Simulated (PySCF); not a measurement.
**Run report: C7H11N, excited-state calculation**

The run: excited-state calculation of C7H11N. Method and program: TDDFT PBE0/def2-SVPD, vertical, gas phase, core orbitals frozen in the response (PySCF 2.14.0).

The geometry comes from this level: GFN2-xTB.

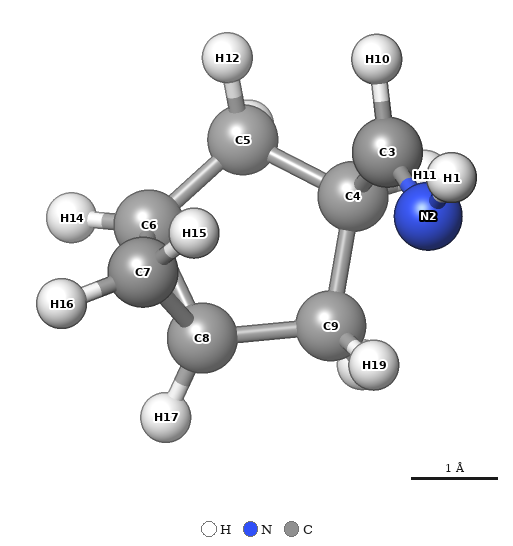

Fig. 1: The input geometry (ball-and-stick view, seen at a tilt; atoms are numbered from 1 in the order of the input).

Results in brief

```csv
quantity,value
outcome,converged
total energy,−327.466112 hartree
HOMO,−7.29 eV
LUMO,−0.18 eV
dipole moment,1.65 D
mean polarisability,82.05 a.u.
lowest singlet excitation,5.20 eV
hardware,"1 CPU thread, shared host"
wall time,90 s
peak memory,0.97 GiB
```

The input
```
{"job": {"kind": "uv", "xc": "PBE0", "basis": "def2-SVPD", "nstates": 6, "ntriplets": 2}, "charge": 0, "multiplicity": 1}
H     -2.540474     1.870166     1.234260
N     -2.078801     1.343634     0.496692
C     -1.566747     0.252161     0.841832
C     -0.892809    -0.653855    -0.143976
C      0.369504    -1.319794     0.441100
C      1.529841    -0.513921    -0.098059
C      1.448414     0.974350     0.061959
C      1.035962     0.334885    -1.229920
C     -0.443552     0.082367    -1.417987
H     -1.601098    -0.152473     1.866316
H     -1.639917    -1.419737    -0.382559
H      0.348134    -1.334872     1.532673
H      0.451732    -2.351625     0.093622
H      2.498796    -0.991834    -0.117156
H      0.682379     1.387873     0.698450
H      2.374132     1.530113     0.076662
H      1.629234     0.507725    -2.116061
H     -0.601502    -0.540146    -2.299851
H     -1.013032     1.004233    -1.530295
```

The first line tells a small driver script what to run in PySCF; the rest is the geometry in Å.

Launch command:
```bash
OMP_NUM_THREADS=1 python <driver script> task.json out
```

What the program printed
```
coarse grid: 15488 points
cycle   1  E = -327.3605975244  dE =  1.202e+00  |g| = 4.672e-01  |ddm| = 8.686e+00
cycle   2  E = -327.3062804527  dE =  5.432e-02  |g| = 6.881e-01  |ddm| = 2.516e+00
cycle   3  E = -327.4177380539  dE = -1.115e-01  |g| = 9.896e-02  |ddm| = 1.659e+00
cycle   4  E = -327.4195545603  dE = -1.817e-03  |g| = 4.977e-02  |ddm| = 2.384e-01
cycle   5  E = -327.4201192647  dE = -5.647e-04  |g| = 8.211e-03  |ddm| = 1.649e-01
cycle   6  E = -327.4201338056  dE = -1.454e-05  |g| = 2.290e-03  |ddm| = 4.124e-02
cycle   7  E = -327.4201349725  dE = -1.167e-06  |g| = 5.208e-04  |ddm| = 5.617e-03
final grid: 148544 points
cycle   8  E = -327.4660913625  dE = -7.091e-05  |g| = 8.844e-03  |ddm| = 2.949e-01
cycle   9  E = -327.4660798877  dE =  1.147e-05  |g| = 1.134e-02  |ddm| = 5.379e-02
cycle  10  E = -327.4661117641  dE = -3.188e-05  |g| = 1.011e-03  |ddm| = 2.985e-02
cycle  11  E = -327.4661119497  dE = -1.856e-07  |g| = 5.137e-04  |ddm| = 3.402e-03
cycle  12  E = -327.4661120061  dE = -5.643e-08  |g| = 1.235e-04  |ddm| = 1.425e-03
cycle  13  E = -327.4661120095  dE = -3.344e-09  |g| = 3.409e-05  |ddm| = 4.735e-04
cycle  14  E = -327.4661120097  dE = -2.609e-10  |g| = 7.257e-06  |ddm| = 9.679e-05
```

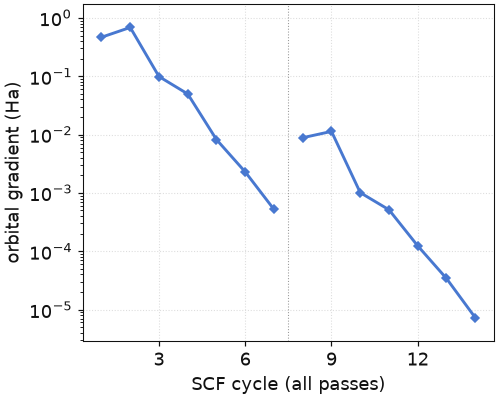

Fig. 2: Convergence of the self-consistent field: orbital gradient against the SCF cycle. The dotted line marks the change from a coarse to the final integration grid. The first 7 cycles use a coarse grid, the final grid takes over at cycle 8, and the field converges after 14 cycles in all.

```
converged SCF energy = -327.4661120097

Static polarisability (au): isotropic 82.048, principal 75.849 81.038 89.256

Singlet excitations
state   eV       nm        f      main configurations
  1   5.1959    238.6   0.00186   H->L 0.87, H-1->L 0.10
  2   6.4310    192.8   0.00066   H-1->L 0.88, H->L 0.11
  3   6.6726    185.8   0.00105   H-2->L 0.99
  4   6.9713    177.8   0.01160   H->L+1 0.72, H->L+2 0.18
  5   7.2892    170.1   0.00135   H->L+2 0.57, H-1->L+1 0.21, H->L+1 0.17
  6   7.5493    164.2   0.14260   H-3->L 0.84

Triplet excitations (Tamm-Dancoff, eV): 4.3889 5.1416
```

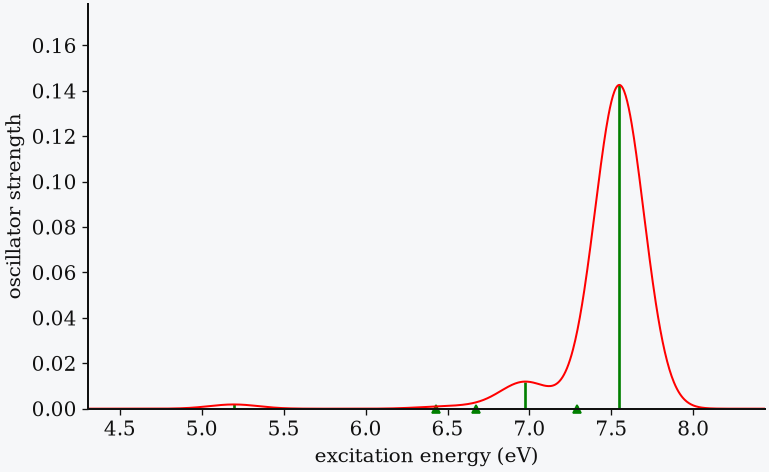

Fig. 3: Computed excitations as sticks (degenerate states added up, dark ones marked on the axis), with a Gaussian envelope of 0.35 eV full width at half maximum, scaled to the tallest. Of the 6 states the lowest lies at 5.20 eV (f = 0.002); the strongest line is at 7.55 eV, or 164 nm (f = 0.143).

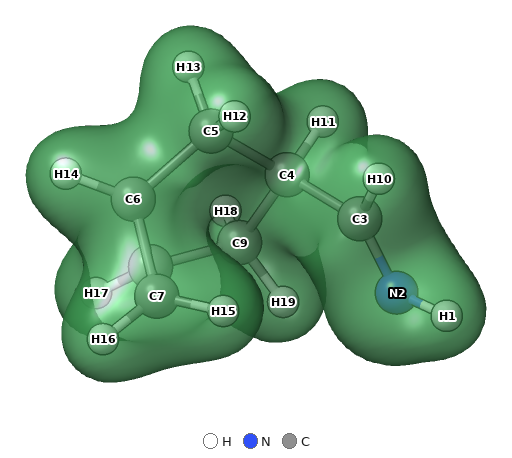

Fig. 4: Isosurface of the electron density at 0.2 e/Å³ (green), seen at a tilt. At this value the surface is in one piece. On the grid the lowest density along these lines, outside the cores, is 2.7 e/Å³ (C–N, 1.25 Å), 1.6 e/Å³ (C–C, 1.50 Å), 2.3 e/Å³ (N–H, 1.02 Å) and 1.6 e/Å³ (C–C, 1.54 Å).

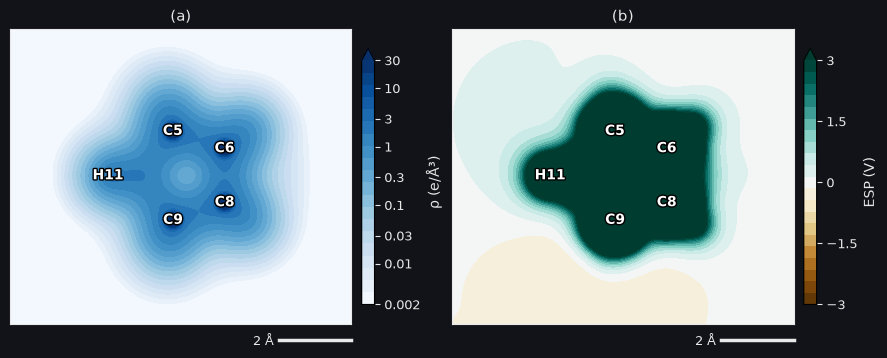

Fig. 5: (a) total electron density; (b) molecular electrostatic potential on the plane of atoms C6, C8 and C9. The section cuts through C and H sites. C–C (1.50 Å): ρ is about 1.6 e/Å³ halfway. C–C (1.51 Å): ρ at the midpoint is about 1.7 e/Å³.
